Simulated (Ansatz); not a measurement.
**H2 (SMILES [H][H]): B3LYP/6-31G(d) (spherical functions)**

What is the vertical singlet–triplet gap of H2 at B3LYP/6-31G* (spherical functions)? 

The results are computed with Ansatz 0.2.0.

**1. The structure to begin with**

The species is H2 (2 atoms), typed as a singlet with charge 0. As SMILES, `[H][H]`. The shape is that of a PBE0-D4/def2-TZVP optimisation.

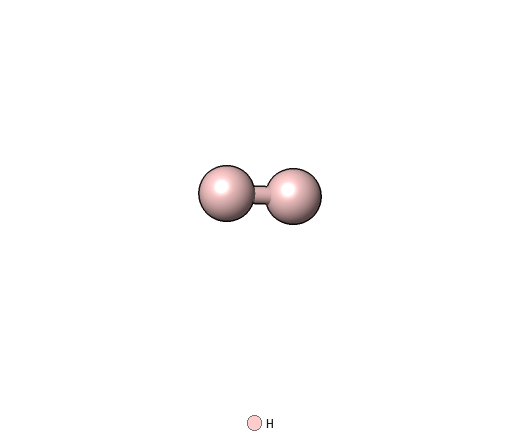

Viewed from a chosen angle; hydrogen pink.

**2. A single-point energy at B3LYP/6-31G(d) (spherical functions)**

The input, run.yaml:

```yaml
crystal:
  periodic: [false, false, false]
  atoms:
    - {symbol: H, position_ang: [0.319300, -0.099200, 0.165500]}
    - {symbol: H, position_ang: [-0.319300, 0.099200, -0.165500]}
basis:
  gaussian:
    orbitals: "6-31G*"
hamiltonian:
  xc: {name: B3LYP}
accuracy: high
output: {orbitals: {seedname: orbitals}}
```

Run with:

```
ansatz run run.yaml --threads 1 --pin off --max-ram 3480MiB --events-out events.jsonl --progress --plain --runs-dir runs
```

The log of the run:

```text
Warning: RAYON_NUM_THREADS=1 ignored (pool sized by the plan → 1); use --threads N
Functional definition: B3LYP
  name "B3LYP"
  parameter a0 = 0.2
  parameter ax = 0.72
  parameter ac = 0.81
  exchange = (1 - a0 - ax)*slater_x + ax*b88_x + a0*exact_x
  correlation = (1 - ac)*vwn_rpa_c + ac*lyp_c
74 factors; integrals over basis functions are off by at most 6.0e-9 eV
mean field evaluation 1: about -31.9230 eV, gradient 4.2e0 eV
mean field evaluation 2: about -31.9895 eV, gradient 6.7e-1 eV
mean field evaluation 4: about -31.9863 eV, gradient 3.0e-2 eV
mean field evaluation 8: about -31.9863 eV, gradient 2.0e-6 eV
mean field -31.98628217 eV, -1.1754741885 hartree, gradient 1.3e-10 eV, S^2 0.000000; 0 other end points of the search recorded, 0 dependent functions left out
reference -31.98630025 eV, -1.1754748530 hartree; 1, 1 occupied and 3, 3 virtual orbitals, 74 factors
Total energy: -31.98630025 eV, -1.1754748530 hartree
```

Wall time 2.3 s (1 thread of Intel Xeon Platinum 8488C (Sapphire Rapids), shared host).

**3. The triplet**

The input, input.yaml:

```yaml
crystal:
  periodic: [false, false, false]
  atoms:
    - {symbol: H, position_ang: [0.319300, -0.099200, 0.165500]}
    - {symbol: H, position_ang: [-0.319300, 0.099200, -0.165500]}
basis:
  gaussian:
    orbitals: "6-31G*"
magnetization:
  spin_polarized: true
  initial_magnetization: 2
hamiltonian:
  xc: {name: B3LYP}
accuracy: high
output: {orbitals: {seedname: orbitals}}
```

Run with:

```
ansatz run input.yaml --threads 1 --pin off --max-ram 3480MiB --events-out events.jsonl --progress --plain --runs-dir runs
```

The log of the run, shortened:

```text
Warning: RAYON_NUM_THREADS=1 ignored (pool sized by the plan → 1); use --threads N
[... 7 set-up lines as earlier in the session ...]
74 factors; integrals over basis functions are off by at most 6.0e-9 eV
mean field evaluation 1: about -20.9212 eV, gradient 1.9e0 eV
mean field evaluation 2: about -20.9527 eV, gradient 1.4e-1 eV
mean field evaluation 4: about -20.9504 eV, gradient 1.5e-1 eV
mean field evaluation 8: about -20.9506 eV, gradient 4.1e-7 eV
mean field -20.95063057 eV, -0.7699214727 hartree, gradient 2.2e-8 eV, S^2 2.000000; 0 other end points of the search recorded, 0 dependent functions left out
reference -20.95065354 eV, -0.7699223166 hartree; 2, 0 occupied and 2, 4 virtual orbitals, 74 factors
Total energy: -20.95065354 eV, -0.7699223166 hartree
```

Run time: 0.16 s. Hardware: 1 thread of Intel Xeon Platinum 8488C (Sapphire Rapids), shared host.

**4. Results**

At B3LYP/6-31G* (spherical functions):

```
                                        quantity        value
                           singlet: total energy  -1.17547 Eh
                            singlet: HOMO energy    -11.79 eV
                            singlet: LUMO energy      2.70 eV
                          singlet: HOMO–LUMO gap     14.49 eV
                           triplet: total energy  -0.76992 Eh
     triplet: HOMO energy (highest over α and β)     -1.99 eV
                                   triplet: ⟨S²⟩        2.000
vertical energy of the triplet above the singlet    11.036 eV
```

What this shows: At this shape the triplet lies 11.04 eV (1065 kJ/mol) above the singlet.
